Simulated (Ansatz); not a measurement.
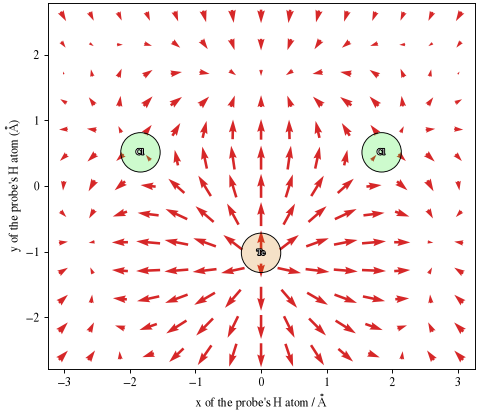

Cl₂Te with the probe H2. The probe is moved over a plane parallel to the molecule's main plane, 2.50 Å above it. Coordinates scanned: (1) x of the probe's H atom; (2) y of the probe's H atom. Nothing is relaxed (molecule and probe rigid, the probe upright with H nearest the plane). The scan uses a 15 × 13 grid; 104 points were computed and 91 follow by symmetry. Points are written as (first, second). Level of theory: RKS PBE-D4/def2-SVPD in Ansatz 0.2.0.

In the figure: arrows along the force (downhill), their lengths compressed, labelled circles for the molecule's atoms, projected on the plane.

Q: The arrows alone are given. Where are the wells?

A: The arrows converge at about (0.00 Å, 1.61 Å); about (−2.67 Å, −0.91 Å) (0.7 kJ/mol up); about (2.67 Å, −0.91 Å) (0.7 kJ/mol up) (read from the interpolated surface).

The energy map of the same scan:

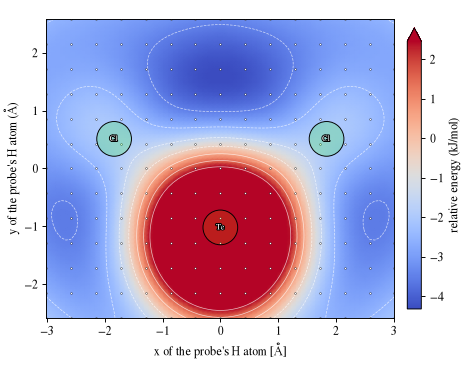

Energies are in kJ/mol, from molecule and probe far apart, each relaxed in its own basis (no counterpoise correction); between grid points the surface is interpolated.
